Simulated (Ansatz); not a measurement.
A computed series for hypothetical zinc blende KI: pressure series

The parent structure is KI in the zinc blende structure (space group F-43m, No. 216; a = 7.8504 Å; a hypothetical phase, not in the database extracts checked).

Cell and atoms are relaxed at each pressure.

Calculations: PBEsol (Ansatz, an electronic-structure program; PAW; 420 eV plane waves; no spin-orbit coupling).

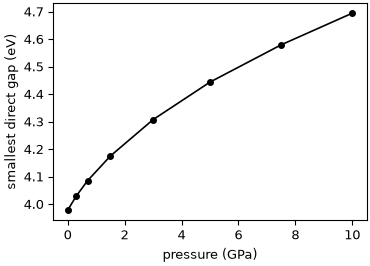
Smallest direct gap against pressure

| pressure (GPa) | smallest direct gap |
|---|---|
| 0.3 | 4.03 eV |
| 0.7 | 4.09 eV |
| 1.5 | 4.17 eV |
| 3 | 4.31 eV |
| 5 | 4.44 eV |
| 7.5 | 4.58 eV |
| 10 | 4.69 eV |

With I present, leaving out spin-orbit coupling can change the band edges. Load acts through the strain it causes; cell and atoms are relaxed under it. Whether these cells are dynamically stable was not tested. Competing high-pressure phases were not computed.
